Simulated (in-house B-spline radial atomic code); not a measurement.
# Fe⁵⁺: density, ELF and screening along the radius

Aim: the shell structure of Fe⁵⁺ in the radial density, the electron localisation function and the screened nuclear charge, under several settings.

Program: in-house B-spline radial atomic code version 1. Level of theory: several methods, spin-polarised, as named in each step; spherical all-electron atom at the radial basis limit. These are calculated values, not measurements, unless marked.

### 1 Starting point

```
element       : iron (Z = 26)
charge        : +5
electrons     : 21
configuration : [Ar] 3d3
nucleus       : point (non-relativistic runs) or finite (X2C runs)
```

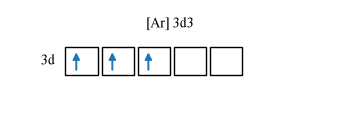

Outer shells as boxes.

Where spins are not typed, each open shell is filled with up spins first.

### 2 Hartree-Fock, X2C, [Ar] 3d3

Input settings:

```ini
Z = 26
electrons = 21.0
configuration = [Ar] 3d3
hamiltonian = x2c
method = hf
spin_polarised = True
nucleus = fermi
rms_radius = 3.7377
mass_number = 56
atomic_mass = 55.934935537
speed_of_light = 137.035999084
```

Launch:

```
$ python run_scf.py task.json out
```

One command runs all members of the session, one after another, from task.json.

Main fields of the result record, rounded:

```text
{
  "status": "converged",
  "scf [iteration, energy, orbital gradient]": [
    [1, -1252.05445893, 0.808],
    [2, -1263.2653077, 0.328],
    [3, -1264.60305255, 0.111],
    [4, -1264.77655607, 0.04],
    [5, -1264.798432, 0.0119],
    [6, -1264.80080003, 0.000902],
    [7, -1264.80080673, 7.06e-05],
    [8, -1264.80080677, 1.15e-05],
    [9, -1264.80080678, 1.2e-06],
    [10, -1264.80080678, 7.98e-08]
  ],
  "energy [hartree]": {"total": -1264.80080678, "kinetic": 1283.24201639, "nuclear": -2962.90751755, "coulomb": 466.696767725, "exact_exchange": -51.8320733419},
  "orbitals [hartree, bohr; first row names the columns]": [
    ["name", "occ", "eps", "<r>", "<r^2>", "<1/r>", "r_max"],
    ["1s up", 1.0, -266.90516, 0.058111, 0.0045547, 26.333, 0.037931],
    ["1s down", 1.0, -266.90518, 0.05811, 0.0045545, 26.333, 0.037931],
    ["2s up", 1.0, -35.791903, 0.26541, 0.083217, 5.6405, 0.22176],
    ["2s down", 1.0, -35.66935, 0.26469, 0.082698, 5.6551, 0.22152],
    ["2p up", 3.0, -30.851716, 0.23515, 0.067907, 5.4578, 0.17998],
    ["2p down", 3.0, -30.730769, 0.23414, 0.067215, 5.4743, 0.17967],
    ["3s up", 1.0, -7.4272175, 0.78158, 0.69941, 1.8105, 0.69012],
    ["3s down", 1.0, -7.1201557, 0.78589, 0.70746, 1.7949, 0.69086],
    ["3p up", 3.0, -5.9084349, 0.81039, 0.76342, 1.6827, 0.69914],
    ["3p down", 3.0, -5.539868, 0.81907, 0.78057, 1.6587, 0.70137],
    ["3d up", 3.0, -3.6749245, 0.85739, 0.88784, 1.4511, 0.6598]
  ],
  "sum_r [bohr^k]": {"-1": 114.7401, "1": 11.08219, "2": 9.282751},
  "specific_mass_shift [hartree m_e]": -283.6261,
  "radius_at_0.001 [bohr]": 2.295,
  "radius_enclosing_fraction [bohr]": {"0.5": 0.435, "0.9": 1.085, "0.99": 1.676},
  "slater [hartree]": {
    "F0(3p up,3p up)": 1.1123,
    "F2(3p up,3p up)": 0.56359,
    "F0(3p up,3p down)": 1.1065,
    "F2(3p up,3p down)": 0.56086,
    "F0(3p up,3d up)": 1.0828,
    "F2(3p up,3d up)": 0.52955,
    "G1(3p up,3d up)": 0.647,
    "G3(3p up,3d up)": 0.40147,
    "F0(3p down,3p down)": 1.1009,
    "F2(3p down,3p down)": 0.55822,
    "F0(3p down,3d up)": 1.0775,
    "F2(3p down,3d up)": 0.52733,
    "F0(3d up,3d up)": 1.0628,
    "F2(3d up,3d up)": 0.51689,
    "F4(3d up,3d up)": 0.32696
  }
}
```

It took 0.33 s on 1 thread, shared host.

radius_at_0.001 is where the density falls to 0.001 electrons per bohr³.

Fields along the radius, from the same record (one point in 2):

| r (bohr) | 4πr²n (1/bohr) | ELF | screened charge r·V (e) | reduced gradient s | 4πr²(n↑−n↓) |
| --- | --- | --- | --- | --- | --- |
| 0.00635 | 5.023 | 0.9996 | 25.28 | 0.5066 | -0.0003258 |
| 0.00903 | 8.551 | 0.9995 | 24.98 | 0.4920 | -0.0005526 |
| 0.0128 | 13.72 | 0.9990 | 24.58 | 0.4979 | -0.0008808 |
| 0.0183 | 20.56 | 0.9978 | 24.01 | 0.5266 | -0.001305 |
| 0.0260 | 27.35 | 0.9934 | 23.28 | 0.5819 | -0.001710 |
| 0.0369 | 31.28 | 0.9699 | 22.35 | 0.6691 | -0.001918 |
| 0.0525 | 29.85 | 0.8126 | 21.18 | 0.7696 | -0.001624 |
| 0.0746 | 25.33 | 0.3808 | 19.75 | 0.7290 | 0.001038 |
| 0.106 | 25.58 | 0.3134 | 18.01 | 0.3984 | 0.01892 |
| 0.151 | 32.80 | 0.6733 | 15.94 | 0.3070 | 0.1099 |
| 0.214 | 33.74 | 0.8326 | 13.75 | 0.5020 | 0.4283 |
| 0.305 | 20.87 | 0.5548 | 11.62 | 0.8130 | 1.238 |
| 0.433 | 12.25 | 0.1599 | 9.568 | 0.4723 | 2.549 |
| 0.616 | 15.31 | 0.6881 | 7.492 | 0.2650 | 3.542 |
| 0.876 | 12.64 | 0.8143 | 5.893 | 0.6266 | 2.950 |
| 1.25 | 4.346 | 0.5500 | 5.171 | 1.354 | 1.300 |
| 1.77 | 0.5898 | 0.07599 | 5.015 | 3.413 | 0.2707 |
| 2.52 | 0.02551 | 0.001518 | 5.000 | 11.92 | 0.01830 |

### 3 r2SCAN, X2C, [Ar] 3d3

The settings differ from step 2 so:

```diff
@@ -4,3 +4,3 @@
 hamiltonian = x2c
-method = hf
+method = r2scan
 spin_polarised = True
```

Main fields:

```text
{
  "status": "converged",
  "scf [iteration, energy, orbital gradient]": [
    [1, -1265.7252418, 0.06],
    [2, -1265.7289808, 0.00162],
    [3, -1265.72898641, 0.000803],
    [4, -1265.72898733, 0.00041],
    [5, -1265.72898763, 3.26e-05],
    [6, -1265.72898764, 7.42e-06],
    [7, -1265.72898764, 2.21e-06],
    [8, -1265.72898764, 2.35e-07]
  ],
  "energy [hartree]": {"total": -1265.72898764, "kinetic": 1283.39478437, "nuclear": -2963.10909876, "coulomb": 467.530465051, "xc": -53.5451383029},
  "orbitals [hartree, bohr; first row names the columns]": [
    ["name", "occ", "eps", "<r>"],
    ["1s up", 1.0, -261.0559, 0.05816],
    ["1s down", 1.0, -261.05677, 0.05816],
    ["2s up", 1.0, -33.726489, 0.26634],
    ["2s down", 1.0, -33.629177, 0.26576],
    ["2p up", 3.0, -29.153582, 0.23554],
    ["2p down", 3.0, -29.079649, 0.23491],
    ["3s up", 1.0, -6.662867, 0.78219],
    ["3s down", 1.0, -6.4602633, 0.78686],
    ["3p up", 3.0, -5.3304391, 0.80991],
    ["3p down", 3.0, -5.1281634, 0.81593],
    ["3d up", 3.0, -3.2297292, 0.8592]
  ],
  "sum_r [bohr^k]": {"-1": 114.7482, "1": 11.08397, "2": 9.293665}
}
```

Run time: 0.32 s. Hardware: 1 thread, shared host.

Meta-GGA runs start from a PBE run whose iterations are not counted.

The record's radial tables, every 4th point:

| r (bohr) | 4πr²n (1/bohr) | ELF | screened charge r·V (e) | reduced gradient s | 4πr²(n↑−n↓) |
| --- | --- | --- | --- | --- | --- |
| 0.00636 | 5.038 | 0.9996 | 25.28 | 0.5068 | -0.0002509 |
| 0.0128 | 13.72 | 0.9990 | 24.58 | 0.4983 | -0.0006847 |
| 0.0260 | 27.34 | 0.9932 | 23.28 | 0.5823 | -0.001425 |
| 0.0525 | 29.85 | 0.8118 | 21.18 | 0.7685 | -0.002027 |
| 0.106 | 25.61 | 0.3148 | 18.01 | 0.3994 | 0.01720 |
| 0.215 | 33.60 | 0.8308 | 13.72 | 0.5059 | 0.4442 |
| 0.434 | 12.28 | 0.1623 | 9.552 | 0.4684 | 2.552 |
| 0.877 | 12.59 | 0.8135 | 5.891 | 0.6297 | 2.913 |
| 1.77 | 0.5947 | 0.07570 | 5.016 | 3.376 | 0.2823 |

### 4 PW91, X2C, [Ar] 3d3

The settings differ from step 3 so:

```diff
@@ -4,3 +4,3 @@
 hamiltonian = x2c
-method = r2scan
+method = pw91,pw91
 spin_polarised = True
```

Main fields:

```text
{
  "status": "converged",
  "scf [iteration, energy, orbital gradient]": [
    [1, -1252.99028914, 0.806],
    [2, -1262.31486889, 0.478],
    [3, -1265.55006169, 0.127],
    [4, -1265.82928518, 0.0302],
    [5, -1265.83980496, 0.0175],
    [6, -1265.84569517, 0.00108],
    [7, -1265.84571038, 2.7e-05],
    [8, -1265.84571039, 2.04e-06],
    [9, -1265.84571039, 1.89e-07]
  ],
  "energy [hartree]": {"total": -1265.8457104, "kinetic": 1283.51081389, "nuclear": -2963.30902443, "coulomb": 467.601825796, "xc": -53.6493256578},
  "orbitals [hartree, bohr; first row names the columns]": [
    ["name", "occ", "eps", "<r>"],
    ["1s up", 1.0, -260.22295, 0.058147],
    ["1s down", 1.0, -260.22324, 0.058146],
    ["2s up", 1.0, -33.388768, 0.26687],
    ["2s down", 1.0, -33.314068, 0.26646],
    ["2p up", 3.0, -28.927295, 0.23562],
    ["2p down", 3.0, -28.870494, 0.23515],
    ["3s up", 1.0, -6.5272769, 0.78297],
    ["3s down", 1.0, -6.370055, 0.78598],
    ["3p up", 3.0, -5.2483798, 0.81016],
    ["3p down", 3.0, -5.0941553, 0.81495],
    ["3d up", 3.0, -3.223456, 0.86093]
  ],
  "sum_r [bohr^k]": {"-1": 114.7565, "1": 11.089, "2": 9.319153}
}
```

Wall time 0.22 s (1 thread, shared host).

Fields along the radius, from the same record (one point in 4):

```
r (bohr)  4πr²n (1/bohr)      ELF  screened charge r·V (e)  reduced gradient s  4πr²(n↑−n↓)
 0.00636           5.041   0.9996                    25.28              0.5077   -0.0003224
  0.0129           13.86   0.9990                    24.57              0.4993   -0.0008816
  0.0260           27.33   0.9932                    23.28              0.5826    -0.001742
  0.0526           29.82   0.8092                    21.17              0.7684    -0.002020
   0.106           25.65   0.3160                    18.01              0.3999      0.01807
   0.215           33.55   0.8298                    13.72              0.5063       0.4480
   0.435           12.38   0.1679                    9.534              0.4623        2.566
   0.879           12.48   0.8127                    5.887              0.6349        2.887
    1.78          0.5859  0.07499                    5.016               3.344       0.2799
```

### 5 PBE, non-rel., [Ar] 3d2 4d1

Input settings:

```ini
Z = 26
electrons = 21.0
configuration = [Ar] 3d2 4d1
hamiltonian = nr
method = pbe,pbe
spin_polarised = True
```

Main fields:

```text
{
  "status": "converged",
  "scf [iteration, energy, orbital gradient]": [
    [1, -1241.70935595, 0.817],
    [2, -1251.78486972, 0.415],
    [3, -1254.20080816, 0.124],
    [4, -1254.43804746, 0.0335],
    [5, -1254.45335171, 0.0159],
    [6, -1254.45804107, 0.000701],
    [7, -1254.45804938, 3.27e-05],
    [8, -1254.45804941, 3.21e-06],
    [9, -1254.45804941, 1.2e-07]
  ],
  "energy [hartree]": {"total": -1254.45804941, "kinetic": 1253.64064008, "nuclear": -2909.43515966, "coulomb": 453.346910922, "xc": -52.0104407534},
  "orbitals [hartree, bohr; first row names the columns]": [
    ["name", "occ", "eps", "<r>"],
    ["1s up", 1.0, -258.53163, 0.059153],
    ["1s down", 1.0, -258.53194, 0.059153],
    ["2s up", 1.0, -33.507169, 0.27006],
    ["2s down", 1.0, -33.445792, 0.26971],
    ["2p up", 3.0, -29.432207, 0.23682],
    ["2p down", 3.0, -29.386412, 0.23644],
    ["3s up", 1.0, -6.8904082, 0.78029],
    ["3s down", 1.0, -6.7716017, 0.7824],
    ["3p up", 3.0, -5.6658144, 0.79841],
    ["3p down", 3.0, -5.5477939, 0.80136],
    ["3d up", 2.0, -3.6609306, 0.82409],
    ["4d up", 1.0, -1.4491142, 2.388]
  ],
  "sum_r [bohr^k]": {"-1": 111.9014, "1": 12.47603, "2": 14.57698}
}
```

Wall time 0.13 s (1 thread, shared host).

Fields along the radius, from the same record (one point in 4):

```csv
r (bohr),4πr²n (1/bohr),ELF,screened charge r·V (e),reduced gradient s,4πr²(n↑−n↓)
0.00825,6.643,0.9995,25.09,0.4237,-0.0003292
0.0182,19.32,0.9979,24.06,0.4987,-0.0009588
0.0401,31.17,0.9571,22.15,0.6789,-0.001669
0.0885,24.48,0.2877,19.04,0.5920,0.003886
0.195,34.80,0.8178,14.48,0.4309,0.2538
0.431,12.03,0.1546,9.871,0.5049,1.986
0.950,9.790,0.7950,6.071,0.8086,1.698
2.09,0.6256,0.04080,5.158,0.9974,0.5737
4.62,0.02308,0.003976,5.001,9.009,0.02308
```

### 6 PBE, non-rel., [Ar] 3d2 4p1

Input settings:

```ini
Z = 26
electrons = 21.0
configuration = [Ar] 3d2 4p1
hamiltonian = nr
method = pbe,pbe
spin_polarised = True
```

Main fields:

```text
{
  "status": "converged",
  "scf [iteration, energy, orbital gradient]": [
    [1, -1242.38619796, 0.815],
    [2, -1252.35032449, 0.413],
    [3, -1254.71979676, 0.123],
    [4, -1254.95753102, 0.0324],
    [5, -1254.9724107, 0.0161],
    [6, -1254.97729219, 0.000764],
    [7, -1254.97730194, 2.63e-05],
    [8, -1254.97730195, 1.85e-06],
    [9, -1254.97730195, 6.86e-08]
  ],
  "energy [hartree]": {"total": -1254.97730195, "kinetic": 1254.15800685, "nuclear": -2911.68125242, "coulomb": 454.621103588, "xc": -52.0751599668},
  "orbitals [hartree, bohr; first row names the columns]": [
    ["name", "occ", "eps", "<r>"],
    ["1s up", 1.0, -258.4508, 0.059154],
    ["1s down", 1.0, -258.44744, 0.059154],
    ["2s up", 1.0, -33.446889, 0.27007],
    ["2s down", 1.0, -33.387982, 0.26974],
    ["2p up", 3.0, -29.370944, 0.23684],
    ["2p down", 3.0, -29.324974, 0.23649],
    ["3s up", 1.0, -6.8334426, 0.78074],
    ["3s down", 1.0, -6.712229, 0.78253],
    ["3p up", 3.0, -5.6093274, 0.79924],
    ["3p down", 3.0, -5.4884724, 0.80167],
    ["3d up", 2.0, -3.6063324, 0.82644],
    ["4p up", 1.0, -1.9380783, 2.045]
  ],
  "sum_r [bohr^k]": {"-1": 111.9877, "1": 12.14195, "2": 12.82277}
}
```

Wall time 0.13 s (1 thread, shared host).

The record's radial tables, every 4th point:

```
r (bohr)  4πr²n (1/bohr)      ELF  screened charge r·V (e)  reduced gradient s  4πr²(n↑−n↓)
 0.00793           6.240   0.9995                    25.12              0.4215   -0.0002948
  0.0173           18.29   0.9981                    24.15              0.4916   -0.0004560
  0.0376           30.96   0.9687                    22.34              0.6589     0.004740
  0.0818           24.80   0.3227                    19.41              0.6643      0.04663
   0.178           34.83   0.7844                    15.04              0.3759       0.2240
   0.387           13.14   0.1728                    10.47              0.7380        1.591
   0.843           12.53   0.8241                    6.387              0.6221        2.088
    1.84          0.9716  0.09708                    5.147               1.340       0.7822
    3.99         0.02158  0.02584                    5.001               10.12      0.02158
```

### 7 Results

| run | total energy (hartree) | highest level (eV) | radius holding 50 / 90 / 99 % (bohr) | radius at n = 0.001 (bohr) | ELF minima on the full grid (bohr) |
| --- | --- | --- | --- | --- | --- |
| Hartree-Fock, X2C, [Ar] 3d3 | -1264.8008 | -100.000 | 0.435 / 1.08 / 1.68 | 2.29 | 0.089, 0.43 |
| r2SCAN, X2C, [Ar] 3d3 | -1265.7290 | -87.885 | 0.435 / 1.08 / 1.68 | 2.30 | 0.089, 0.43 |
| PW91, X2C, [Ar] 3d3 | -1265.8457 | -87.715 | 0.434 / 1.09 / 1.69 | 2.32 | 0.089, 0.43 |
| PBE, non-rel., [Ar] 3d2 4d1 | -1254.4580 | -39.432 | 0.440 / 1.18 / 3.03 | 3.55 | 0.088, 0.43, 1.7 |
| PBE, non-rel., [Ar] 3d2 4p1 | -1254.9773 | -52.738 | 0.441 / 1.18 / 2.58 | 3.20 | 0.099, 0.39, 1.5 |

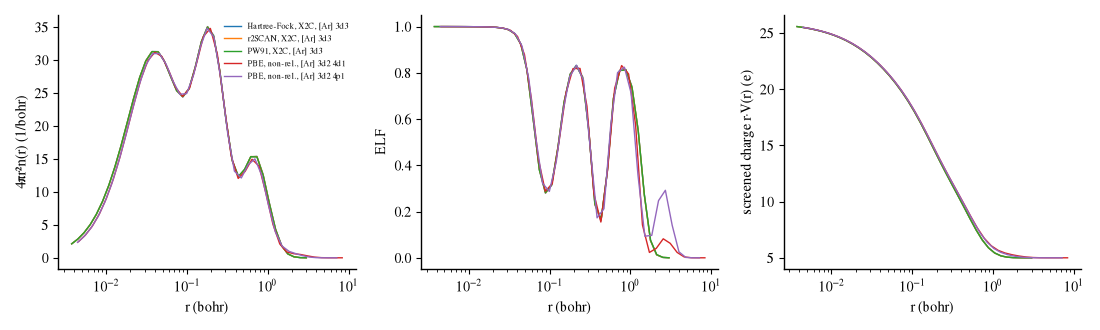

Radial density, ELF and screened nuclear charge of all runs.

**Reading.** In the first run ELF has 2 minima on the grid, which mark the borders between shells. On the record's full grid the screened charge (r times the electrostatic potential) falls from 25.9 near the nucleus to 5.00 at 3.0 bohr; far out it tends to the net charge, 5. The radius that holds 99 % of the electrons runs from 1.68 bohr (Hartree-Fock, X2C, [Ar] 3d3) to 3.03 bohr (PBE, non-rel., [Ar] 3d2 4d1). The grid is coarse (about 19 % a step), so the places of minima are rough. For X2C runs ELF uses the non-relativistic kinetic energy density, and the fields carry no picture-change correction.
